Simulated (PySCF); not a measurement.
# SbH3 (stibine) at 6 levels

Aim: a comparison of 6 runs (PBE0/STO-3G, SVWN5/STO-3G, wB97X-V/STO-3G, CCSDTQ/STO-3G, UCCSD(T)/STO-3G, FCI/STO-3G) of SbH3 (stibine). The job is set up through a Python script.

The results are computed with PySCF 2.14.0.

4 further runs of the same task are left out: 4 set aside as unsound or not needed.

## 1. The system as given

SbH3 has 4 atoms, charge 0, and is taken as a singlet. As SMILES, `[SbH3]`. The Sb1–H4 distance was set to 2.561 Å, away from the relaxed value. At this shape a bond of the SMILES string is far longer than usual.

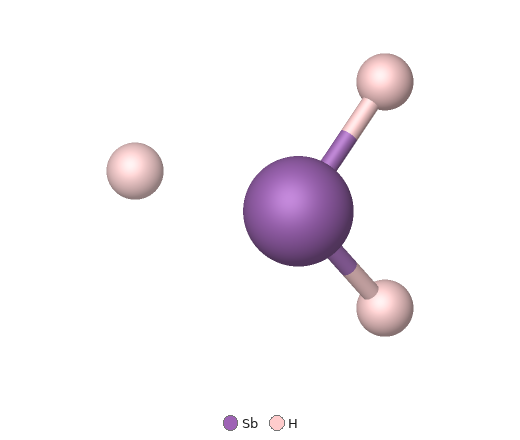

The structure, seen from a chosen angle (antimony purple, hydrogen pink).

## 2. A single-point energy at PBE0/STO-3G (run 1)

File input.py:

```python
from pyscf import gto, dft

molecule = gto.M(
    atom='''
Sb     1.540008    -2.032631    -0.656876
H      2.272466    -1.310756     2.401456
H     -1.285889    -3.307440     0.237720
H     -0.493219     2.309056    -1.319596
''',
    verbose=3,
    max_memory=1860,
    unit='bohr',
    basis='sto-3g',
)

mf = dft.RKS(molecule, xc='pbe0')
mf.grids.level = 5
mf.conv_tol = 1e-10
mf.kernel()
if not mf.converged:
    mf = mf.newton().run(mf.mo_coeff, mf.mo_occ)

energy = mf.e_tot
print(f'total energy: {energy:.8f} hartree')
```

Launch:

```sh
$ OMP_NUM_THREADS=1 python input.py
```

The program printed:

```text
converged SCF energy = -6254.80643821055
total energy: -6254.80643821 hartree
```

Run time: 3.3 s. Hardware: 1 thread of Arm Neoverse V1, shared host; peak memory 0.23 GiB.

## 3. The energy at SVWN5/STO-3G (run 2)

File input.py:

```python
from pyscf import gto, dft

system = gto.M(
    atom='''
Sb     1.540008    -2.032631    -0.656876
H      2.272466    -1.310756     2.401456
H     -1.285889    -3.307440     0.237720
H     -0.493219     2.309056    -1.319596
''',
    max_memory=1860,
    basis='sto-3g',
    verbose=3,
    spin=0,
    charge=0,
    unit='bohr',
)

mf = dft.RKS(system)
mf.xc = 'svwn'
mf.grids.level = 5
mf.conv_tol = 1e-10
mf.kernel()
if not mf.converged:
    mf = mf.newton().run(mf.mo_coeff, mf.mo_occ)

etot = mf.e_tot
print('E = %.10f Eh' % etot)
```

Launch:

```sh
$ OMP_NUM_THREADS=1 python input.py
```

The program printed:

```text
converged SCF energy = -6249.18517716653
E = -6249.1851771665 Eh
```

Run time: 2.1 s. Hardware: 1 thread of Arm Neoverse V1, shared host; peak memory 0.15 GiB.

Runs 3 to 5 aren't shown in full; the table further down has their settings and results.

## 4. The energy at FCI/STO-3G (run 6)

File job.py:

```python
from pyscf import gto, scf, mcscf
from pyscf import fci

system = gto.Mole()
system.atom = '''
Sb     1.540008    -2.032631    -0.656876
H      2.272466    -1.310756     2.401456
H     -1.285889    -3.307440     0.237720
H     -0.493219     2.309056    -1.319596
'''
system.spin = 0
system.max_memory = 1860
system.basis = 'sto-3g'
system.verbose = 3
system.charge = 0
system.unit = 'bohr'
system.build()

mf = scf.RHF(system)
mf.conv_tol = 1e-10
mf.kernel()
if not mf.converged:
    mf = mf.newton().run(mf.mo_coeff, mf.mo_occ)

cas = mcscf.CASCI(mf, mf.mo_coeff.shape[-1] - 18, (system.nelec[0] - 18, system.nelec[1] - 18))  # full CI above the frozen core
cas.fcisolver = fci.direct_spin0.FCI(system)  # even spin states alone
cas.kernel()
print('<S^2> = %.4f' % cas.fcisolver.spin_square(cas.ci, cas.ncas, cas.nelecas)[0])
e_tot = cas.e_tot
print('Final energy', e_tot)
```

Launch:

```sh
$ OMP_NUM_THREADS=1 python job.py
```

The program printed:

```text
converged SCF energy = -6252.93120326844
CASCI E = -6253.04324738326  E(CI) = -96.0644848589918  S^2 = 0.0000000
<S^2> = 0.0000
Final energy -6253.043247383262
```

It took 1.4 s on 1 thread of Arm Neoverse V1, shared host; peak memory 0.13 GiB.

## 5. The series

| run | level | nlc grid | integration grid | energy (Eh) | dipole moment (D) of the reference | HOMO energy (eV) | LUMO energy (eV) | wall time |
| --- | --- | --- | --- | --- | --- | --- | --- | --- |
| 1 | PBE0/STO-3G | – | 5 | -6254.806438 | 1.04 | -4.45 | 0.57 | 3.3 s |
| 2 | SVWN5/STO-3G | – | 5 | -6249.185177 | 1.27 | -3.40 | -0.20 | 2.1 s |
| 3 | wB97X-V/STO-3G | 1 | 5 | -6254.786371 | 0.97 | -6.57 | 2.67 | 13 s |
| 4 | CCSDTQ/STO-3G | – | – | -6253.043247 | 0.86 | -6.34 | 4.19 | 7.2 s |
| 5 | UCCSD(T)/STO-3G | – | – | -6253.042666 | 0.88 | -6.60 | 4.66 | 1.2 s |
| 6 | FCI/STO-3G | – | – | -6253.043247 | 0.86 | -6.34 | 4.19 | 1.4 s |

## 6. Summary of results

| quantity | value |
| --- | --- |
| run 6: total energy | -6253.04325 Eh |
| run 6: dipole moment (Hartree–Fock density) | 0.86 D |
| run 6: HOMO energy (Hartree–Fock orbitals) | -6.34 eV |
| run 6: LUMO energy (Hartree–Fock orbitals) | 4.19 eV |
| run 6: HOMO–LUMO gap (Hartree–Fock orbitals) | 10.53 eV |
| run 6: correlation energy (18 core orbitals frozen) | -112.0 mEh |

Against full CI in this basis: CCSDTQ +0.0 mEh; UCCSD(T) +0.6 mEh. Over runs 1, 2, 3 the dipole moment (its size) runs from 0.97 D (wB97X-V/STO-3G) to 1.27 D (SVWN5/STO-3G). Over runs 1, 2, 3 the HOMO–LUMO gap runs from 3.20 eV (SVWN5/STO-3G) to 9.24 eV (wB97X-V/STO-3G). Totals of different functionals can't be ranked against each other. In runs 1, 2, 3, 4, 5, 6 the basis is minimal, so the values are rough. In runs 1, 2, 3, 4, 5, 6 relativity is left out where basis or elements ask for it. Spin contamination of the reference: run 5 ⟨S²⟩ = 0.77. Where it is this large, the reference is a mixture of spin states, and values that rest on it are in doubt. All runs together took 28 s, the longest 13 s.
